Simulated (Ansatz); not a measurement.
## KMgF3 (Pm-3m): the dielectric response by several routes

Aim: the electronic dielectric constant of KMgF3 (Pm-3m) by perturbation theory and the RPA step of G0W0.

Method: linear response on PBE, plane waves, PAW, in Ansatz 0.2.0.

**1. The starting structure**

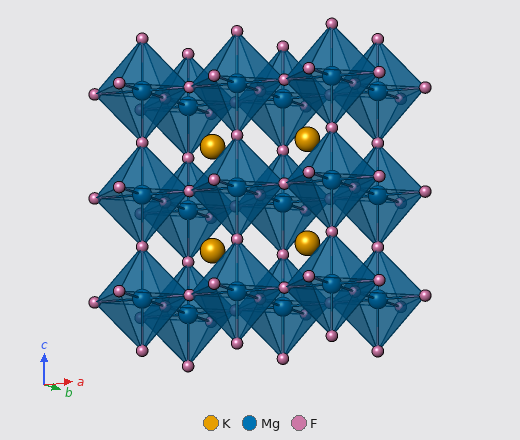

The cell as given, from a free direction (potassium orange, magnesium blue, fluorine pink). 2×1×2 cells are drawn. Some periodic images of atoms are drawn too.

The cell and positions come from the Crystallography Open Database and are kept as given unless a step says otherwise. The default PAW set here is soft_2. Its files were made with PBE.

**2. Response to a homogeneous field**

ε∞ sets how strongly the crystal screens. Perturbation theory gives it with local fields and without a sum over empty bands.

This step: dielectric response by perturbation theory, PBE, plane waves, PAW.

The input, input.yaml:

```yaml
crystal:
  lattice:
    - [3.9859, 0.0, 0.0]
    - [0.0, 3.9859, 0.0]
    - [0.0, 0.0, 3.9859]
  atoms:
    - { symbol: K, position: [0.5, 0.5, 0.5] }
    - { symbol: Mg, position: [0.0, 0.0, 0.0] }
    - { symbol: F, position: [0.5, 0.0, 0.0] }
    - { symbol: F, position: [0.0, 0.5, 0.0] }
    - { symbol: F, position: [0.0, 0.0, 0.5] }
kpoints:
  mp_grid: { grid: [6, 6, 6] }
hamiltonian:
  xc: pbe
scf:
  occupations: { method: fixed }
dielectric: {}
```

Command:

```
> ansatz run input.yaml --threads 3 --pin off --max-ram 64512MiB --backend cuda --events-out ev --progress --plain --runs-dir out --devices 1 --max-vram 24GiB  # rebuilt from the run's record
```

Numbers of over 12 decimals in the logs are rounded to 6 here.

Log:

```text
GPUs: using 1 of 1 available (devices: 1).
Engine: ansatz 0.2.0, x86_64-unknown-linux-gnu
Pseudopotentials: kind: paw
Pseudopotential: K, paw, valence charge 9, recommended cutoff 420 eV (normal), K.paw.azcp
Pseudopotential: Mg, paw, valence charge 10, recommended cutoff 420 eV (normal), Mg.paw.azcp
Pseudopotential: F, paw, valence charge 7, recommended cutoff 420 eV (normal), F.paw.azcp
Functional definition: PBE
  parameter kappa = 0.804
  parameter beta = 0.066725
  exchange = pbe_x(kappa = kappa, mu = beta*pi^2/3)
  correlation = pbe_c(beta = beta)
device memory: the entry about to start is reckoned to put 1.3 GiB on a device that reports 70.3 GiB free (of which the cap on the GPU budget leaves the run 24.0 GiB)
GPU FFT provider: cuFFT
GPU libraries: cuBLAS 13.8.2, cuFFT 12.4.0, cuSOLVER 12.3.4
Crystal: 5 atoms, lattice volume = 63.326 Å³
Basis set: ecut = 420 eV, 1237 PW (Γ), exchange–correlation on 54×54×54 points (8 copies of the dense FFT grid, shifted against one another)
Bands: 25, of which v1, the nominal top of the filled ones, is band 20 counted from 1 (19 counted from 0)
Symmetry: 48 space group operations
k-points: 40 of 216 (irreducible under 8 space group operations, time reversal used)
Non-local potential: K, projectors of the file, l = 0: 3, l = 1: 2, l = 2: 2
Non-local potential: Mg, projectors of the file, l = 0: 3, l = 1: 2, l = 2: 1
Non-local potential: F, projectors of the file, l = 0: 2, l = 1: 2, l = 2: 1
PAW form: soft (Blöchl's): semilocal exchange-correlation on the pseudo side does not see the compensation charge
PAW one-centre angular grid: K, 110 points (default); XC on 64 Gauss nodes
PAW one-centre angular grid: Mg, 110 points (default); XC on 64 Gauss nodes
PAW one-centre angular grid: F, 110 points (default); XC on 64 Gauss nodes
Initial density: superposition of atomic densities (neutral atoms: chi_scale 0, normalization atom), corrected by the library's trained network
Initial wavefunctions: pseudopotential atomic-orbital guess
GPU buffer pool allocated for 19683 grid points (all kernels)
GPU transforms: local potential and band sums: pruned to the plane-wave sphere, on 27×27×27
Functional: x = pbe(κ = 0.804, μ = 0.219515), c = pbe(β = 0.066725)
SCF iter   1: F=—  HF=-5894.699629 eV  |F-HF|=—  |Δ(HF+E_count)|=         —  Δρ=5.05e-4  dr2=3.95e-5  ethr=1.77e-3  ⟨swp⟩=4.0  Hψ=4217  notcnv=0  defer=64
preconditioner: auto → Resta (q_TF=auto, 2.527 Å⁻¹)  ε∞=2.9  [insulator: Δε(μ)=7.328 eV  Ē_g=19.232 eV  n_scr=18 (ndim 8)  ℏωp=26.4 eV  f_vac=0.032  ε∞_Penn≈2.9]
SCF iter   2: F=—  HF=-5894.699380 eV  |F-HF|=—  |Δ(HF+E_count)|=   2.48e-4  Δρ=2.67e-4  dr2=1.50e-5  ethr=9.88e-8  ⟨swp⟩=3.0  Hψ=2671  notcnv=0  defer=112
SCF iter   3: F=—  HF=-5894.699500 eV  |F-HF|=—  |Δ(HF+E_count)|=   1.20e-4  Δρ=1.09e-4  dr2=3.61e-6  ethr=3.76e-8  ⟨swp⟩=2.0  Hψ=1785  notcnv=0  defer=69
SCF iter   4: F=—  HF=-5894.699659 eV  |F-HF|=—  |Δ(HF+E_count)|=   1.60e-4  Δρ=3.69e-5  dr2=5.67e-7  ethr=9.02e-9  ⟨swp⟩=2.0  Hψ=1560  notcnv=0  defer=44
SCF iter   5: F=—  HF=-5894.699661 eV  |F-HF|=—  |Δ(HF+E_count)|=   1.53e-6  Δρ=1.82e-5  dr2=1.13e-7  ethr=1.42e-9  ⟨swp⟩=2.0  Hψ=1560  notcnv=0  defer=48
SCF iter   6: F=—  HF=-5894.699661 eV  |F-HF|=—  |Δ(HF+E_count)|=   1.52e-7  Δρ=2.54e-6  dr2=2.24e-9  ethr=2.81e-10  ⟨swp⟩=2.0  Hψ=1760  notcnv=0  defer=48
SCF iter   7: F=—  HF=-5894.699661 eV  |F-HF|=—  |Δ(HF+E_count)|=  9.82e-11  Δρ=6.64e-7  dr2=1.95e-10  ethr=5.59e-12  ⟨swp⟩=2.0  Hψ=1565  notcnv=0  defer=48
SCF iter   8: F=-5894.699661 eV  HF=-5894.699661 eV  |F-HF|=1.18e-11  |Δ(HF+E_count)|=  2.00e-11  Δρ=1.76e-7  dr2=1.49e-11  ethr=1.00e-12  ⟨swp⟩=8.7  Hψ=3928  notcnv=0
SCF 1 converged in 8 iterations: F = -5894.699661 eV  dr2 = 1.49e-11
  greatest PAW one-centre occupation: 1.000 electrons in one spin orbital (limit 2), on the Mg atom at site 1 (counted from 0), in its partial waves of l = 0
the response reads at least the filled bands of the reference SCF and the lowest empty band at each k-point, and that SCF's band table does not vouch for those bands. The notice of the band table in this run's record says why
device memory: the entry about to start is reckoned to put 0.1 GiB on a device that reports 69.4 GiB free (of which the cap on the GPU budget leaves the run 24.0 GiB)
device memory: the entry about to start is reckoned to put 0.9 GiB on a device that reports 69.1 GiB free (of which the cap on the GPU budget leaves the run 24.0 GiB)
DFPT response loops at Γ: preconditioner auto → none (the input reference at scf.mixing.eps_inf says where Resta's filter doesn't serve); β = 0.50; Broyden in place of MSR1
SCF converged after 8 iterations
Free energy (F): -5894.699661 eV
Harris-Foulkes:  -5894.699661 eV  (|F-HF|=1.18e-11)
Internal energy: -5894.699661 eV  (E = F + TS)
E sigma→0 (E₀):  -5894.699661 eV
Fermi energy:    2.851176 eV
--- Per-component energies (eV) ---
  E_band       = -499.944907
  E_kinetic    = 956.883366
  E_local      = -3733.147667  (includes V_loc(G=0)·N_el)
  E_nonlocal   = 327.931804
  E_hartree    = 1358.728375
  E_xc         = -407.271733
  E_vxc        = -513.984963  (∫ρ·V_xc dr)
  E_paw        = -1676.192438  (= ΣΔE_a)
  E_vpaw       = -255.090589  (= ΣTr[D̂ρ^β])
  E_aug_tail   = 0.006186  (compensation charges beyond the density's cutoff)
  E_ewald      = -2721.637555
  E_smearing   = -0.000000  (= −TS)
  E_closure    = 0.000000  (closes the sum)
  Σ components = -5894.699661   (vs F -5894.699661, Δ=0.00e0)
--- Band table (eV; the first three rows and the last of 40) ---
  k-point 0: bands = [... 16 lower, 2.2270, 2.5305, 2.5305, 2.5305, 10.1856, 12.9408, 12.9408, 15.0659, ... 1 higher]
  k-point 1: bands = [... 16 lower, 2.1708, 2.2739, 2.4776, 2.4776, 10.6666, 13.1827, 13.2273, 15.1884, ... 1 higher]
  k-point 2: bands = [... 16 lower, 2.0536, 2.0536, 2.3744, 2.3744, 11.8417, 13.6901, 13.6942, 15.4707, ... 1 higher]
  k-point 39: bands = [... 16 lower, 1.7429, 2.8512, 2.8512, 2.8512, 13.3132, 13.3132, 13.3132, 16.8149, ... 1 higher]
--- Dielectric response (ions clamped): 1 representative field direction + reference, on 40 of 216 k-points (Σ response iterations 7) ---
  k mesh reduced under 8 symmetry operations, with k and −k counted as one. Each operation leaves every solved perturbation unchanged. A smaller set is not considered because the run solves the response to a homogeneous field
  ε∞ (high-frequency dielectric tensor):
        2.094359     0.000000    -0.000000
       -0.000000     2.094359     0.000000
        0.000000     0.000000     2.094359
  Born effective charges Z* (e; rows j = field, columns β = displacement):
    site 0:
         1.18770   -0.00000   -0.00000
         0.00000    1.18770    0.00000
         0.00000    0.00000    1.18770
    site 1:
         2.00782    0.00000    0.00000
        -0.00000    2.00782    0.00000
         0.00000    0.00000    2.00782
    site 2:
        -1.27538    0.00000   -0.00000
         0.00000   -0.96007    0.00000
         0.00000    0.00000   -0.96007
    site 3:
        -0.96007    0.00000    0.00000
         0.00000   -1.27538    0.00000
         0.00000    0.00000   -0.96007
    site 4:
        -0.96007   -0.00000   -0.00000
        -0.00000   -0.96007    0.00000
         0.00000    0.00000   -1.27538
  Z* charge neutrality: 6.138e-5 e pre-enforcement
  k-mesh period / interband length: 23.9 Å / 0.84 Å = 28.31 at k = (0.0000, 0.0000, 0.0000), direct gap 7.655 eV — 14 or more, which is no proof of convergence
```

Wall time 7.6 s (1 × NVIDIA H100 80GB HBM3 (shared by 3 runs) with 3 threads of AMD EPYC 7R13 (Zen 3), shared host); peak memory 1.1 GiB.

The column dr2 measures how far the density is from self-consistency, as an energy; F and HF (Harris–Foulkes) agree once it is small.

One over ε∞ averages 0.48, above the quarter of exact exchange in PBE0, which should therefore fall short.

High-frequency dielectric tensor:

```
2.09 0.00 0.00
0.00 2.09 0.00
0.00 0.00 2.09
```

Born effective charge (e), principal values of the symmetric part by kind of site:

```
atom  atoms with these values    low  middle   high   mean
  K1                        1   1.19    1.19   1.19   1.19
 Mg2                        1   2.01    2.01   2.01   2.01
  F3                        3  -1.28   -0.96  -0.96  -1.07
```

In full for K1:

```
1.19 0.00 0.00
0.00 1.19 0.00
0.00 0.00 1.19
```

**3. RPA screening from the G0W0 run**

Now the one-shot GW correction: screening in the RPA, then the self-energy of the levels asked for.

This step: G0W0 on PBE, plane waves, PAW.

input.yaml, the sections that differ from step 2:

```yaml
kpoints:
  mp_grid: { grid: [4, 4, 4] }
gw:
  n_empty_bands: 406
  ecut_chi: 200.0
  qp_bands: [v2, c2]
  qp_kpoints: band_edges
  screening: { model: contour_deformation }
# crystal, hamiltonian, scf: as in step 2
# dielectric: removed
```

Log:

```text
GPUs: using 1 of 1 available (devices: 1).
[...]
GPU FFT provider: cuFFT
GPU libraries: cuBLAS 13.8.2, cuFFT 12.4.0, cuSOLVER 12.3.4
Crystal: 5 atoms, lattice volume = 63.326 Å³
Basis set: ecut = 420 eV, 1237 PW (Γ)
Bands: 25, of which v1, the nominal top of the filled ones, is band 20 counted from 1 (19 counted from 0)
[... 1 set-up line as in the run before ...]
[...]
k-points: 10 of 64
[...]
1    22     13.4336    -5.8799    -3.5550   -11.4581  0.8856    15.4766    15.4569  root
[...]
9    19      2.8518   -32.0690     5.2694   -24.1506  0.8076     0.1417     0.2028  root
     9    20      2.8518   -32.0690     5.2694   -24.1506  0.8076     0.1417     0.2028  root
     9    21     13.3133    -6.2419    -3.6470   -11.9152  0.8864    15.3588    15.3396  root
     9    22     13.3133    -6.2419    -3.6470   -11.9152  0.8864    15.3588    15.3396  root
[key lines of the parts left out:]
SCF converged after 6 iterations
Free energy (F): -5894.699983 eV
Fermi energy:    2.851758 eV
```

Wall time 8.3 s (1 × NVIDIA H100 80GB HBM3 (shared by 3 runs) with 3 threads); peak memory 1.4 GiB.

Numbers from this step:

* bands summed: 426
* RPA ε∞ on this mesh (eigenvalues): 2.007, 2.007, 2.007
* plane waves in the screening matrix: 437
* G0W0 gap on the mesh: 11.36 eV
* k of the valence top: -0.5, -0.5, -0.5
* k of the conduction bottom: 0, 0, 0
* starting gap on the mesh: 7.334 eV
* least direct G0W0 gap on the computed points: 11.69 eV

The gap on the mesh goes from 7.33 eV to 11.36 eV, a correction of +4.02 eV. Between the two edge states, bare exchange in place of the xc potential would open the gap by 12.60 eV, and correlation takes back 8.58 eV.

Mean over the mesh in bins of 0.25 1/Å. Static inverse dielectric function, diagonal against length of q+G:

```csv
length of q+G (Å⁻¹),"static inverse dielectric function, diagonal"
0.50,0.522
0.96,0.573
1.53,0.654
2.04,0.723
2.51,0.782
3.01,0.836
3.49,0.875
4.25,0.915
4.76,0.934
5.26,0.949
5.75,0.961
6.25,0.971
6.75,0.979
7.19,0.984
```

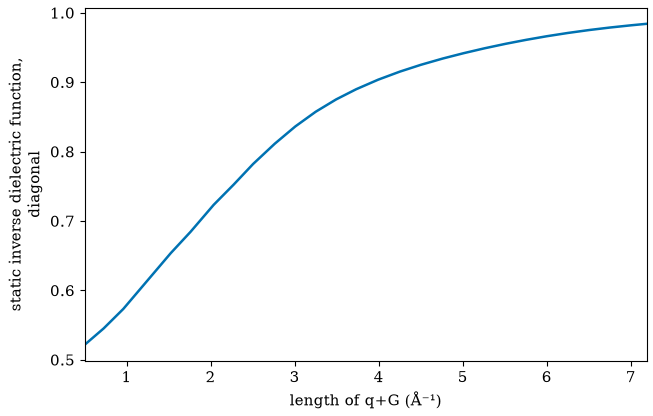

Static inverse dielectric function, diagonal, plotted against length of q+G.

**4. The values together**

Times are wall times on 1 × NVIDIA H100 80GB HBM3 (shared by 3 runs) with 3 threads of AMD EPYC 7R13 (Zen 3), shared host, good to a factor of about two.

```csv
method,mesh,"ε∞, low",middle,high,mean,time
perturbation theory (local fields and xc kernel),6×6×6,2.09,2.09,2.09,2.09,7.6 s
"RPA with local fields, on the GW mesh",4×4×4,2.01,2.01,2.01,2.01,8.3 s
```

**5. Outcome**

| Item | Value |
| --- | --- |
| perturbation theory (local fields and xc kernel) | 2.09, 2.09, 2.09 |
| RPA with local fields, on the GW mesh | 2.01, 2.01, 2.01 |

What this shows: Mean Born effective charge: K1 1.19, Mg2 2.01, F3 -1.07 e. The RPA values on the 4×4×4 mesh average 0.96 times those of perturbation theory (means 2.01 and 2.09). Without the xc kernel RPA should lie a little lower, as the mean does. PBE usually puts the gap too low, which tends to raise ε∞. Ions are clamped, so the lattice part of the static constant is not in these numbers.

[Paths, hosts, dates, memory and timing lines, banners, echoed tables and standing remarks are left out of the program output.]

[Logs are printed without paths, hosts, clocks, repeated set-up lines and the standing remarks that a program may print on its own settings, such as how far it seeks lower states.]

[Runs of the session that timed out or met a known fault of the program may be left out.]

[Cells called generated may have been cut or substituted from an entry of the Crystallography Open Database or the Materials Project.]

[Hosts, paths, dates, database ids (printed as entryN), source tags and the programs' standing remarks are cut or masked in the printed files.]
